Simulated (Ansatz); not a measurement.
**CH10Si3 (SMILES [SiH3]C[SiH2][SiH3]): density, localisation and related maps**

```xyz
14

C     0.6861    0.6366   -0.1487
Si   -0.7577    0.0325   -1.2089
Si    0.2834    1.9705    1.1420
Si   -0.4325    4.0115    0.2090
H    -1.3099    1.1473   -2.0259
H    -0.3199   -1.0479   -2.1357
H    -1.8498   -0.5017   -0.3506
H     1.4770    1.0130   -0.8111
H     1.1101   -0.2262    0.3833
H     1.4948    2.2414    1.9717
H    -0.7728    1.4669    2.0675
H    -0.5479    5.0447    1.2764
H    -1.7588    3.8825   -0.4557
H     0.5441    4.5022   -0.8049
```

Geometry: B3LYP/6-31G*.

Theory: Ansatz, isolated molecule in a Gaussian basis; Kohn-Sham density functional theory, functional PBE0.

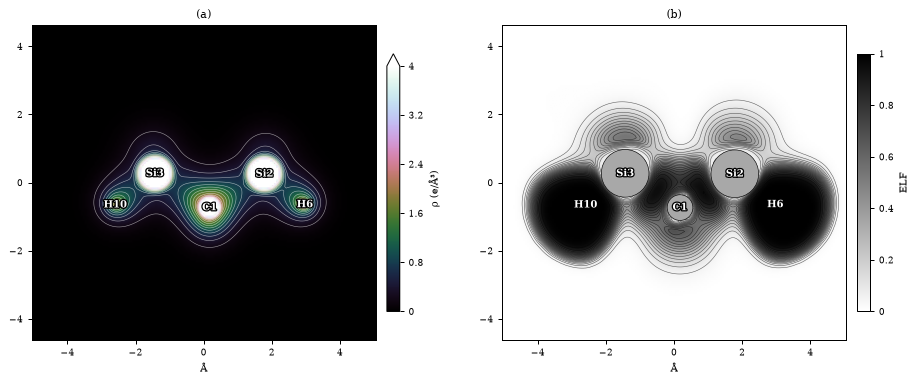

Figure 1. (a) electron density; (b) electron localisation function on the plane of atoms Si2, C1 and Si3. Grey discs cover the atomic cores in the ELF map.

**Read the bonding off the picture.**

Atoms in the plane: C, Si and H.
C–Si (1.89 Å): ρ at the midpoint is about 0.91 e/Å³; the ELF peaks at about 0.95 between the atoms: a covalent bond.
Si–H (1.49 Å): ρ is about 0.8 e/Å³ halfway; the ELF climbs to about 1 towards the hydrogen, as it does in any bond to H.

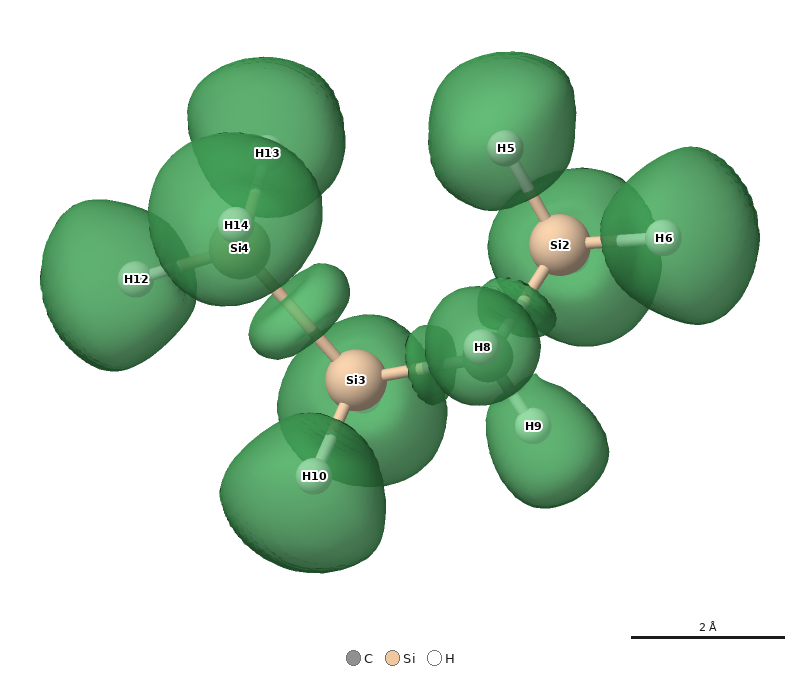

Figure 2. Isosurface of the electron localisation function at 0.85 (green), seen at a tilt. Core shells and regions of very low density are left out.

**What do the ELF domains correspond to?**

The surface consists of two regions between bonded C–Si atoms (shared pairs), one region between bonded Si–Si atoms (shared pairs) and ten regions around hydrogen nuclei.


 Si–Si (2.36 Å): the ELF peaks at about 1 between the atoms (localised, covalent bonding).

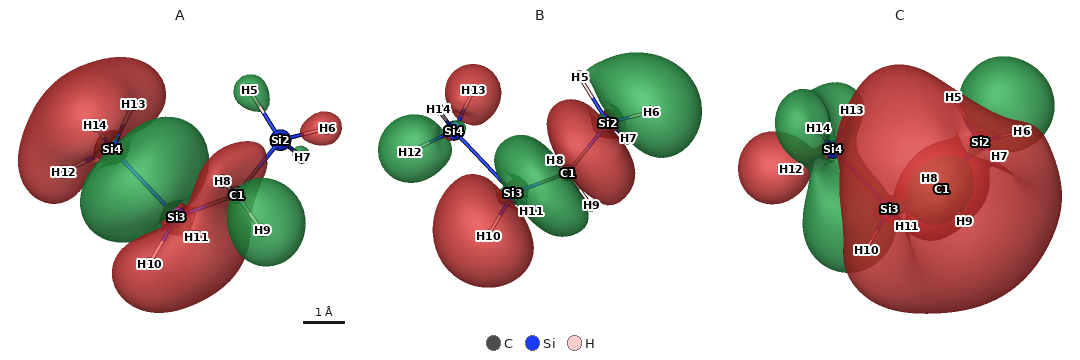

Figure 3. Three frontier orbitals at ±0.04 Å⁻³ᐟ² (green and red are the two phases), in no order.

**Which picture is the HOMO−1, the HOMO and the LUMO?**

B is the HOMO−1 (−8.79 eV). It lies mainly on C1 (about 30 %), Si3 (about 20 %), Si2 (about 20 %), H10 (about 15 %) and H6 (about 10 %). A is the HOMO (−8.14 eV). It lies mainly on Si4 (about 35 %) and Si3 (about 35 %). C is the LUMO (−0.33 eV). It lies mainly on Si3 (about 20 %), Si2 (about 15 %), Si4 (about 15 %), C1 (about 10 %), H9 (about 10 %) and H8 (about 5 %).

**What is the HOMO–LUMO gap?**

7.81 eV between the orbital energies.
